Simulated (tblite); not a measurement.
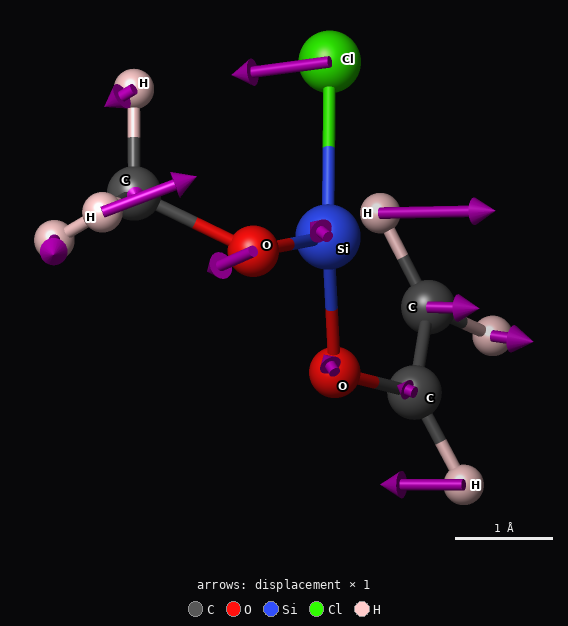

This is a relaxation of C3H6ClO2Si (multiplicity 2). The starting structure is drawn; purple arrows show the displacements, at their true length. The two geometries are superimposed by the best rigid fit.

Style: ball-and-stick. Shown from a free direction.

These are results of tblite 0.8.0, GFN2-xTB geometry optimisation, gas phase, not measurements. 

### What did the optimiser do to the structure, and how much energy did it gain?

Over 124 geometry steps the energy falls by 88.2 kJ/mol. The largest move after the best rigid fit is that of an H atom, 1.32 Å. By element the largest moves are H 1.32 Å, Cl 1.12 Å, O 0.82 Å, C 0.58 Å, Si 0.35 Å. Some distances before and after: O–Si 1.694 → 1.626 Å, C–O 1.403 → 1.342 Å, O–Si 1.675 → 1.620 Å, C–H 1.127 → 1.090 Å. Among the angles between lasting bonds that change: O–Si–O 116.4° → 99.2°, Si–O–C 117.7° → 128.3°, Cl–Si–O 118.7° → 110.0°. Groups turn about C–O by about 95°, C–O by about 45°.
